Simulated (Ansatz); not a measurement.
Bands of a (14,14) carbon nanotube, along its axis.

The numbers are results of PBE (plane waves to 420 eV, PAW; Ansatz, a program for electronic structure), not measurements. Mesh 1×1×30. No spin polarisation. Periodic along z alone, with about 11 Å of vacuum beside it. An idealised model, rolled from the flat sheet. Only distortions within the start's symmetry and period were free.

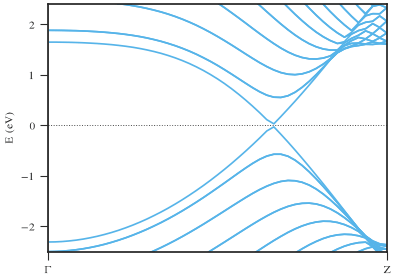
Bands from the zone centre to the zone edge (period 2.47 Å); the dotted line marks the highest filled level

Problem. Is it a metal or a semiconductor at this level? Give what the bands show.

Solution. A metal in PBE.
```
Item                                                                                                                 Value
--------------------------------------------------------------------  ----------------------------------------------------
PBE gap                                                                                               none (under 0.01 eV)
crossings of the Fermi level between Γ and the zone edge (49 points)  2, each for both spins (ideal conductance 2 × 2e²/h)
```
The near touch at the dotted line is a crossing that falls between two sampled points.
